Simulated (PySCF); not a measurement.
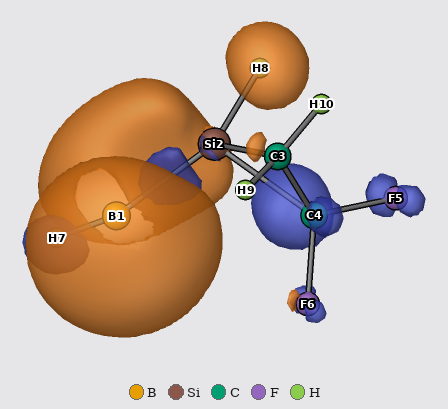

C₂H₄BF₂Si, doublet, SMILES `[BH][SiH]1CC1(F)F`. Spin density ρα − ρβ at ±0.01 e/Å³ (orange: excess α, blue: excess β).

PySCF calculation, PBE0/def2-TZVP, gas phase; geometry: GFN2-xTB. No frequency check shows the geometry to be a minimum. The stability of the open-shell solution wasn't checked. GFN2-xTB doesn't know the spin state, so this open-shell geometry is rough.

Input

```python
import numpy as np
from pyscf import gto, scf, dft
from pyscf.scf import atom_ks, atom_hf
from scipy.linalg import block_diag

def solve(mol, dm0=None, hcore=None):
    mf = (dft.UKS if mol.spin else dft.RKS)(mol, xc='pbe0')
    mf.grids.level = 3
    mf = mf.density_fit(auxbasis='def2-universal-jkfit')
    mf.conv_tol, mf.max_cycle = 1e-8, 80
    if hcore is not None:
        mf.get_hcore = lambda *args: hcore
    mf.kernel(dm0)
    if not mf.converged:
        mf = mf.newton().run(mf.mo_coeff, mf.mo_occ, max_cycle=30)
    assert mf.converged, 'SCF not converged'
    return mf

mol = gto.M(atom='''
B     -2.28423     0.86953     0.12031
Si    -1.11045    -0.55359     0.21435
C      0.24349    -0.64213    -1.18361
C      0.72794     0.09928    -0.01086
F      1.70134    -0.45260     0.74975
F      1.00911     1.41746    -0.13307
H     -3.20740     1.42667     0.53503
H     -0.89875    -1.82739     0.92285
H      0.10682    -0.04346    -2.07059
H      0.74426    -1.57986    -1.37301
''', basis='def2-tzvp', charge=0, spin=1, verbose=4)
mf = solve(mol)
mf.analyze()
# spherically averaged free atoms, for the promolecule
atm = atom_ks.get_atm_nrks(mol, xc='pbe0')
pro = block_diag(*[(atm[a[0]][2] * atm[a[0]][3]) @ atm[a[0]][2].T for a in mol._atom])
np.savez('result.npz', e=mf.e_tot, c=mf.mo_coeff, occ=mf.mo_occ, eps=mf.mo_energy, pro=pro, dip=mf.dip_moment(verbose=0), s2=mf.spin_square()[0])
```

Launched as:

```sh
OMP_NUM_THREADS=1 python input.py
```

The run took 49 s on 1 thread of Intel(R) Xeon(R) Platinum 8488C (Sapphire Rapids) (shared host), peak memory 0.83 GiB.

Partitions, critical points and surface values were worked out afterwards from this run's density.

### Where is the unpaired spin?

Hirshfeld spin populations: B1 +0.74, Si2 +0.19 and H7 +0.06. Spin polarisation leaves negative spin on C4 (−0.02). ⟨S²⟩ = 0.76, against 0.75 for a pure state. The picture also shows regions of β spin from spin polarisation; the Hirshfeld sums, whose atoms overlap, net them against the α spin of neighbours.
